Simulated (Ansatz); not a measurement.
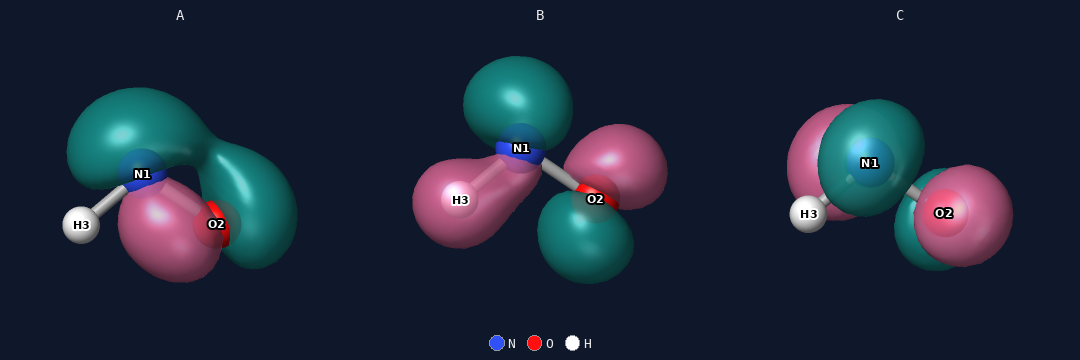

The picture shows: HNO. Three frontier orbitals at ±0.2 Å⁻³ᐟ² (teal and pink are the two phases), in no order.

Geometry: PBE0-D4/def2-TZVP.

The calculation used Ansatz, isolated molecule in a Gaussian basis; Kohn-Sham density functional theory, functional PBE0.

```xyz
3

N    -2.9749    4.2989    1.7175
O    -3.2845    3.3988    1.0035
H    -3.7010    4.3913    2.4888
```

Q: Which picture is the HOMO−1, the HOMO and the LUMO?

A: A is the HOMO−1 (−13.07 eV). By Hirshfeld shares it lies mainly on O2 (about 50 %) and N1 (about 50 %); it is symmetric in the molecular plane (an in-plane orbital: σ, lone-pair or in-plane π type). B is the HOMO (−7.12 eV). By Hirshfeld shares it lies mainly on O2 (about 50 %), N1 (about 40 %) and H3 (about 10 %); it is symmetric in the molecular plane (an in-plane orbital: σ, lone-pair or in-plane π type). C is the LUMO (−2.82 eV). By Hirshfeld shares it lies mainly on N1 (about 55 %) and O2 (about 40 %); it changes sign across the molecular plane (π type); π-antibonding (a node) across N1–O2.

Q: What is the HOMO–LUMO gap?

A: 4.30 eV between the orbital energies.
